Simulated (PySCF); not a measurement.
# C₂H₈B₃N: electronic excitations and core binding energies

Wanted: the electronic excitations and core binding energies of C₂H₈B₃N (`BN(B)BC=C`), by calculation.

Programs: PySCF 2.14.0, with density-fitted response routines of our own. Each step states its level of theory. These are calculated values for one molecule in the gas phase, unless marked as measured. Atoms are numbered from 0 throughout.

### Step 1. Starting geometry

14 atoms, charge 0, multiplicity 1; geometry from: GFN2-xTB.

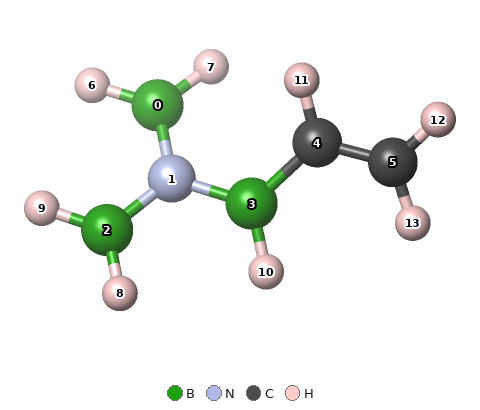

As it starts; boron green, nitrogen light blue, carbon dark grey, hydrogen pink, atoms numbered.

### Step 2. Excited states and response: CAM-B3LYP/def2-SVPD

Job settings and geometry (Å):

```
{"job": {"kind": "uv", "xc": "CAM-B3LYP", "basis": "def2-SVPD", "nstates": 8, "ntriplets": 3}, "charge": 0, "multiplicity": 1}
B     -1.525159     0.775161     0.895039
N     -1.080853    -0.016849    -0.206026
B     -2.023147    -0.724278    -1.012484
B      0.323377    -0.091231    -0.556262
C      1.435289    -0.016792     0.523694
C      2.735709     0.031327     0.237205
H     -2.659296     0.782678     1.182783
H     -0.765146     1.448440     1.478537
H     -1.665258    -1.264240    -1.987954
H     -3.143959    -0.774717    -0.682276
H      0.619071    -0.246447    -1.680217
H      1.160040    -0.013100     1.573080
H      3.503121     0.078089     0.995781
H      3.085533     0.031488    -0.783066
```

Method: TDDFT CAM-B3LYP/def2-SVPD, vertical, gas phase, core orbitals frozen in the response.

Command:

```bash
$ OMP_NUM_THREADS=1 python probes_run.py task.json out
```

One launch serves the whole session: the jobs run in the order shown.

Output:

```text
coarse grid: 11456 points
cycle   1  E = -210.0085905497  dE =  5.539e-01  |g| = 3.647e-01  |ddm| = 6.563e+00
cycle   2  E = -210.0183830331  dE = -9.792e-03  |g| = 3.501e-01  |ddm| = 1.072e+00
cycle   3  E = -210.0447436104  dE = -2.636e-02  |g| = 5.674e-02  |ddm| = 4.792e-01
cycle   4  E = -210.0454084448  dE = -6.648e-04  |g| = 2.654e-02  |ddm| = 1.312e-01
cycle   5  E = -210.0455961913  dE = -1.877e-04  |g| = 2.384e-03  |ddm| = 5.052e-02
cycle   6  E = -210.0455975694  dE = -1.378e-06  |g| = 1.524e-03  |ddm| = 6.561e-03
final grid: 110008 points
cycle   7  E = -210.0863722592  dE = -3.315e-05  |g| = 4.946e-03  |ddm| = 1.199e-01
cycle   8  E = -210.0863712874  dE =  9.718e-07  |g| = 5.614e-03  |ddm| = 1.639e-02
cycle   9  E = -210.0863779980  dE = -6.711e-06  |g| = 3.953e-04  |ddm| = 6.250e-03
cycle  10  E = -210.0863780342  dE = -3.622e-08  |g| = 1.591e-04  |ddm| = 8.742e-04
cycle  11  E = -210.0863780417  dE = -7.505e-09  |g| = 2.051e-05  |ddm| = 4.219e-04
cycle  12  E = -210.0863780419  dE = -1.532e-10  |g| = 1.073e-05  |ddm| = 7.508e-05
converged SCF energy = -210.0863780419

Static polarisability (au): isotropic 74.562, principal 51.382 72.199 100.105

Singlet excitations
state   eV       nm        f      main configurations
  1   5.5105    225.0   0.05562   H-1->L 0.68, H->L 0.22
  2   6.0614    204.5   0.00776   H-2->L+1 0.53, H-2->L 0.16, H-3->L 0.12
  3   6.1185    202.6   0.36477   H->L 0.69, H-1->L 0.20
  4   6.2443    198.6   0.00869   H-3->L+1 0.63, H-2->L 0.14
  5   6.6458    186.6   0.08261   H->L+1 0.48, H-3->L 0.20, H-1->L+1 0.17
  6   6.8107    182.0   0.01652   H-3->L 0.40, H->L+1 0.16, H-2->L+1 0.13
  7   7.0126    176.8   0.00031   H-2->L 0.50, H-3->L+1 0.16, H-3->L 0.14
  8   7.1535    173.3   0.02716   H-1->L+1 0.51, H->L+1 0.25, H-2->L+1 0.11

Triplet excitations (Tamm-Dancoff, eV): 3.8037 5.0794 5.4622
```

It took 81 s on 1 thread of Intel Xeon at 2.50GHz, shared host; peak memory 0.8 GiB.

Frontier orbitals and where they lie:

| orbital | eV | atoms |
| --- | --- | --- |
| HOMO−3 | -10.76 | B2 23 %, N1 20 %, H9 14 % |
| HOMO−2 | -10.63 | B0 27 %, H7 16 %, B2 14 % |
| HOMO−1 | -10.34 | B3 23 %, C4 21 %, H10 12 % |
| HOMO | -9.60 | C4 36 %, C5 34 %, B3 8 % |
| LUMO | -0.73 | B3 26 %, C5 23 %, C4 16 % |
| LUMO+1 | -0.28 | B2 32 %, B0 28 %, N1 13 % |
| LUMO+2 | 1.08 | B2 18 %, N1 16 %, B0 15 % |

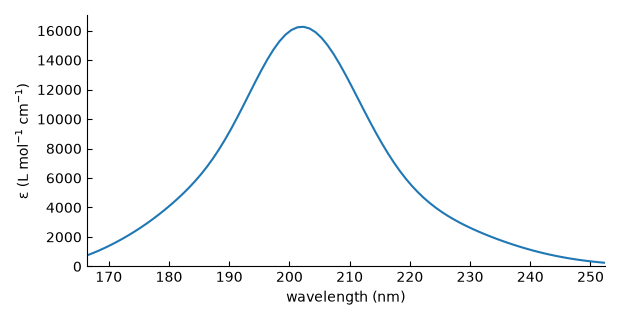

Absorption spectrum: each of the 8 states is a Gaussian band of 0.4 eV half-width at 1/e. Beyond the last state computed it falls off for lack of states.

Ground-state properties from the same run:

| property | computed |
| --- | --- |
| dipole moment (D) | 1.30 |
| polarisability (Å³) | 11.05 |
| HOMO–LUMO gap (eV) | 8.88 |
| −ε(HOMO) (eV) | 9.60 |

### Step 3. Core-electron binding energies: SCAN, X2C

Settings changed since step 2:

```diff
@@ -1,2 +1,2 @@
-{"job": {"kind": "uv", "xc": "CAM-B3LYP", "basis": "def2-SVPD", "nstates": 8, "ntriplets": 3}, "charge": 0, "multiplicity": 1}
+{"job": {"kind": "xps"}, "charge": 0, "multiplicity": 1}
 B     -1.525159     0.775161     0.895039
```

With the program's defaults for keys left out, this is: delta-SCF UKS SCAN, pcX-2 on the ionised atom, pcseg-1 elsewhere, spin-free X2C.

Output:

```text
ground state, core basis on atom 0 (B), 155 functions
  cycle   1  E = -210.22913962  |g| = 4.62e-01
  cycle   2  E = -210.18000521  |g| = 6.36e-01
  cycle   3  E = -210.28222137  |g| = 1.31e-01
  cycle   4  E = -210.28623437  |g| = 4.68e-02
  cycle   5  E = -210.28681586  |g| = 1.82e-02
  cycle   6  E = -210.28690197  |g| = 6.00e-03
  cycle   7  E = -210.28691010  |g| = 1.44e-03
  cycle   8  E = -210.28691220  |g| = 2.50e-04
  E(ground) = -210.29838189 Eh
hole in B 1s of atom 0
  cycle   1  E = -202.67189341  |g| = 1.16e+00
  cycle   2  E = -200.82176600  |g| = 1.86e+00
  cycle   3  E = -202.84251342  |g| = 6.05e-01
  cycle   4  E = -203.05827567  |g| = 2.25e-01
  cycle   5  E = -203.05884712  |g| = 2.30e-01
  cycle   6  E = -203.08599660  |g| = 4.42e-02
  cycle   7  E = -203.08735344  |g| = 1.93e-02
  cycle   8  E = -203.08761610  |g| = 1.82e-02
  cycle   9  E = -203.08795632  |g| = 9.61e-03
  cycle  10  E = -203.08808952  |g| = 9.94e-03
  cycle  11  E = -203.08822343  |g| = 3.92e-03
  cycle  12  E = -203.08825033  |g| = 1.54e-03
  cycle  13  E = -203.08825125  |g| = 6.79e-04
  cycle  14  E = -203.08825218  |g| = 3.29e-04
  E(ion) = -203.09957343 Eh   <S^2> = 0.9518   hole on atom = 1.000   binding energy = 195.890 eV
ground state, core basis on atom 1 (N), 155 functions
  cycle   1  E = -210.30579749  |g| = 7.17e-02
  cycle   2  E = -210.30579573  |g| = 8.18e-03
  cycle   3  E = -210.30575183  |g| = 1.43e-02
  cycle   4  E = -210.30581566  |g| = 2.98e-03
  cycle   5  E = -210.30581889  |g| = 3.20e-04
  E(ground) = -210.31457613 Eh
hole in N 1s of atom 1
  cycle   1  E = -194.71622127  |g| = 1.87e+00
  cycle   2  E = -193.87603417  |g| = 2.15e+00
  cycle   3  E = -195.30161866  |g| = 5.11e-01
  cycle   4  E = -195.32193679  |g| = 3.98e-01
  cycle   5  E = -195.42592767  |g| = 8.82e-02
  cycle   6  E = -195.43019787  |g| = 3.08e-02
  cycle   7  E = -195.43067363  |g| = 9.55e-03
  cycle   8  E = -195.43072541  |g| = 2.07e-03
  cycle   9  E = -195.43072759  |g| = 7.60e-04
  cycle  10  E = -195.43072793  |g| = 1.87e-04
  E(ion) = -195.43709326 Eh   <S^2> = 0.7654   hole on atom = 1.000   binding energy = 404.837 eV
ground state, core basis on atom 3 (B), 155 functions
  cycle   1  E = -210.28665248  |g| = 5.09e-02
  cycle   2  E = -210.28646697  |g| = 3.71e-02
  cycle   3  E = -210.28665213  |g| = 2.55e-02
  cycle   4  E = -210.28681181  |g| = 9.13e-03
  cycle   5  E = -210.28683546  |g| = 1.67e-03
  cycle   6  E = -210.28683607  |g| = 3.60e-04
  E(ground) = -210.29864365 Eh
hole in B 1s of atom 3
  cycle   1  E = -202.66931509  |g| = 1.17e+00
  cycle   2  E = -200.70997833  |g| = 1.99e+00
  cycle   3  E = -202.95855569  |g| = 4.34e-01
  cycle   4  E = -203.07206407  |g| = 1.68e-01
  cycle   5  E = -203.07954031  |g| = 1.17e-01
  cycle   6  E = -203.08636435  |g| = 5.44e-02
  cycle   7  E = -203.08813054  |g| = 2.33e-02
  cycle   8  E = -203.08845698  |g| = 5.19e-03
  cycle   9  E = -203.08849553  |g| = 3.65e-03
  cycle  10  E = -203.08851497  |g| = 1.82e-03
  cycle  11  E = -203.08852361  |g| = 1.30e-03
  cycle  12  E = -203.08852544  |g| = 7.00e-04
  cycle  13  E = -203.08852529  |g| = 2.98e-04
  E(ion) = -203.09967607 Eh   <S^2> = 0.8111   hole on atom = 1.000   binding energy = 195.894 eV
ground state, core basis on atom 4 (C), 155 functions
  cycle   1  E = -210.29385784  |g| = 5.79e-02
  cycle   2  E = -210.29356484  |g| = 3.75e-02
  cycle   3  E = -210.29340702  |g| = 4.37e-02
  cycle   4  E = -210.29394559  |g| = 4.24e-03
  cycle   5  E = -210.29395103  |g| = 7.44e-04
  cycle   6  E = -210.29395081  |g| = 2.24e-04
  E(ground) = -210.30515969 Eh
hole in C 1s of atom 4
  cycle   1  E = -199.05775403  |g| = 1.51e+00
  cycle   2  E = -196.72182203  |g| = 2.14e+00
  cycle   3  E = -199.16924994  |g| = 7.96e-01
  cycle   4  E = -199.59439092  |g| = 2.73e-01
  cycle   5  E = -199.61202174  |g| = 1.92e-01
  cycle   6  E = -199.63057870  |g| = 3.80e-02
  cycle   7  E = -199.63138565  |g| = 1.13e-02
  cycle   8  E = -199.63147081  |g| = 6.37e-03
  cycle   9  E = -199.63150295  |g| = 3.79e-03
  cycle  10  E = -199.63151858  |g| = 1.79e-03
  cycle  11  E = -199.63152576  |g| = 9.70e-04
  cycle  12  E = -199.63152783  |g| = 4.61e-04
  E(ion) = -199.64076847 Eh   <S^2> = 0.7926   hole on atom = 1.000   binding energy = 290.193 eV
ground state, core basis on atom 5 (C), 155 functions
  cycle   1  E = -210.29416212  |g| = 6.14e-02
  cycle   2  E = -210.29339835  |g| = 6.00e-02
  cycle   3  E = -210.29392474  |g| = 3.96e-02
  cycle   4  E = -210.29436632  |g| = 5.87e-03
  cycle   5  E = -210.29437623  |g| = 1.11e-03
  cycle   6  E = -210.29437646  |g| = 2.90e-04
  E(ground) = -210.30514282 Eh
hole in C 1s of atom 5
  cycle   1  E = -199.02972371  |g| = 1.50e+00
  cycle   2  E = -197.11619312  |g| = 2.07e+00
  cycle   3  E = -199.35207942  |g| = 6.14e-01
  cycle   4  E = -199.53447505  |g| = 3.88e-01
  cycle   5  E = -199.59766892  |g| = 1.73e-01
  cycle   6  E = -199.61166034  |g| = 3.26e-02
  cycle   7  E = -199.61231528  |g| = 1.06e-02
  cycle   8  E = -199.61240943  |g| = 4.68e-03
  cycle   9  E = -199.61243743  |g| = 3.00e-03
  cycle  10  E = -199.61244606  |g| = 2.13e-03
  cycle  11  E = -199.61245165  |g| = 1.09e-03
  cycle  12  E = -199.61245378  |g| = 5.47e-04
  cycle  13  E = -199.61245343  |g| = 2.26e-04
  E(ion) = -199.62196651 Eh   <S^2> = 0.8014   hole on atom = 1.000   binding energy = 290.704 eV
```

It took 4.7 min on 1 thread of Intel Xeon at 2.50GHz, shared host; peak memory 0.61 GiB.

The holes in one table. −ε is the ground-state orbital energy:

| hole | stands for | environment | ΔSCF (eV) | −ε (eV) | ⟨S²⟩ |
| --- | --- | --- | --- | --- | --- |
| B1s on B0 | B0, B2 | boron bonded to N, 2 H | 195.89 (doubtful) | 180.3 | 0.952 |
| N1s on N1 | N1 | nitrogen bonded to 3 B | 404.84 | 386.1 | 0.765 |
| B1s on B3 | B3 | boron bonded to C, N, H | 195.89 | 180.4 | 0.811 |
| C1s on C4 | C4 | alkene CH | 290.19 | 273.4 | 0.793 |
| C1s on C5 | C5 | terminal =CH2 carbon | 290.70 | 274.2 | 0.801 |

Each hole run stands for the others of its class of like atoms.

Doubtful: the ion did not converge, its hole moved, or its ⟨S²⟩ is well above 0.75.

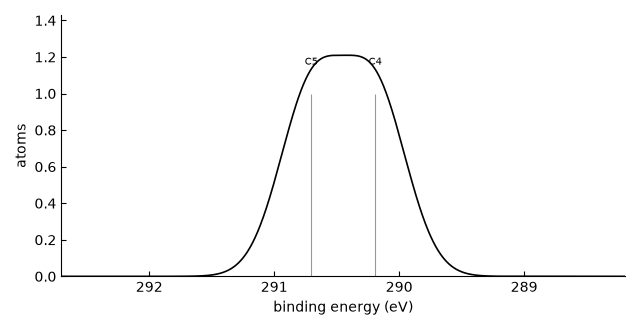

The C1s photoelectron lines, weighted by the number of atoms. Lines are broadened to a width of 0.60 eV (Gaussian).

### Step 4. Summary of results

| quantity | value |
| --- | --- |
| lowest singlet (CAM-B3LYP/def2-SVPD) | 5.51 eV (225 nm), f = 0.056 |
| brightest single state of those computed | state 3, 6.12 eV, f = 0.365 |
| lowest triplet | 3.80 eV |
| C1s binding energies, SCAN/pcX-2 | C5 290.70, C4 290.19 eV |
| N1s binding energies, SCAN/pcX-2 | N1 404.84 eV |
| B1s binding energies, SCAN/pcX-2 (standing for 1 of 3 atoms) | B3 195.89 eV |

What this shows: The first singlet state (HOMO−1→LUMO 0.68, HOMO→LUMO 0.22) lies at 5.51 eV and is bright; of the 8 states computed, the strongest absorption comes from state 3 at 6.12 eV. The lowest triplet lies 1.71 eV below the lowest singlet (triplets in Tamm-Dancoff, singlets in full TDDFT). C5 (terminal =CH2 carbon) binds its C1s electron 0.51 eV more tightly than C4 (alkene CH).
